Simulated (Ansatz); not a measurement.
**ClFH₄W: density, localisation and related maps**

```csv
atom,x (Å),y (Å),z (Å)
W,-0.3705,-0.3723,0.0000
H,0.2140,0.2863,1.4259
H,1.2845,-0.0484,0.0000
H,0.1173,1.2323,0.0000
F,-2.0827,0.4512,0.0000
Cl,0.4933,-2.5053,0.0000
H,0.2140,0.2863,-1.4259
```

Core potentials replace the inner electrons of W.

Computed with RKS revPBE-D4/def2-SVP (Ansatz 0.2.0).

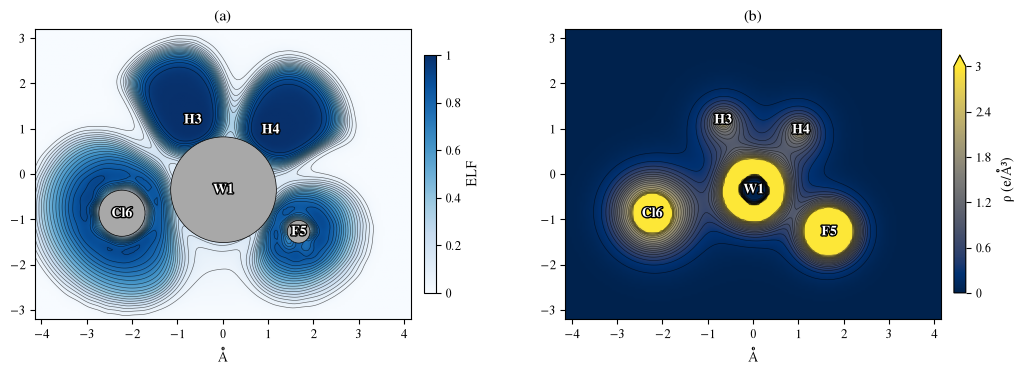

Figure 1. (a) electron localisation function; (b) electron density on the plane of atoms H4, W1 and Cl6. Grey discs cover the atomic cores in the ELF map.

### Interpret the plot.

The section cuts through W, H, F and Cl sites.
W–F (1.90 Å): ρ is about 0.98 e/Å³ halfway; the ELF peaks at about 0.85 in the valence shell of F, 0.5 Å from its nucleus, and drops to about 0.20 between the two atoms.
W–Cl (2.30 Å): ρ is about 0.66 e/Å³ halfway; the ELF peaks at about 0.85 in the valence shell of Cl, 0.8 Å from its nucleus, and is about 0.35 at the midpoint.
W–H (1.69 Å): the density is about 1.7 e/Å³ at the midpoint; the ELF climbs to about 1 towards the hydrogen.

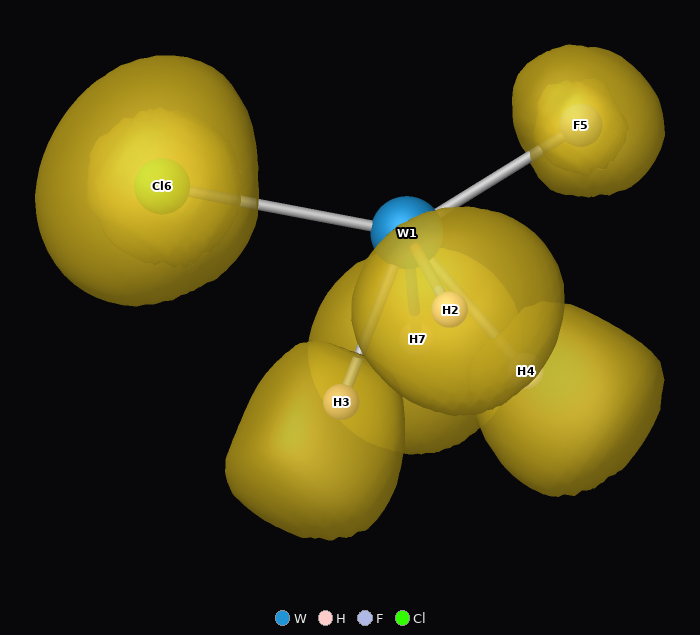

Figure 2. Isosurface of the electron localisation function at 0.8 (yellow), seen across its widest extent. Core shells and regions of very low density are left out.

### What do the ELF domains correspond to?

The ELF exceeds this value in four regions around hydrogen nuclei, one region wrapped around Cl (its valence shell) and one region wrapped around F (its valence shell).

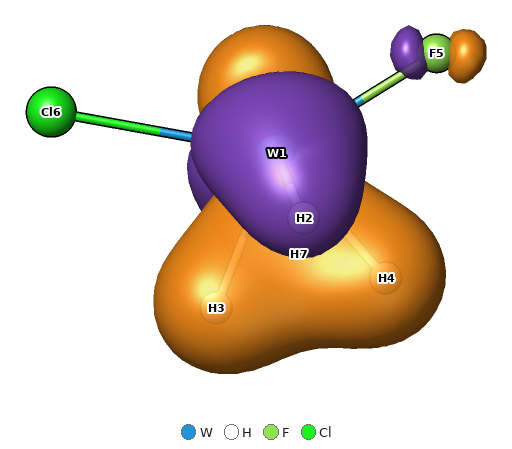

Figure 3. The HOMO−1 at ±0.15 Å⁻³ᐟ² (orange and purple are the two phases), seen across its widest extent.

### Where does this orbital lie, and at what energy?

Its weight (Hirshfeld) is mainly on W1 (about 55 %), H3 (about 10 %), H4 (about 10 %), H2 (about 10 %) and H7 (about 10 %). Its energy is −7.80 eV.
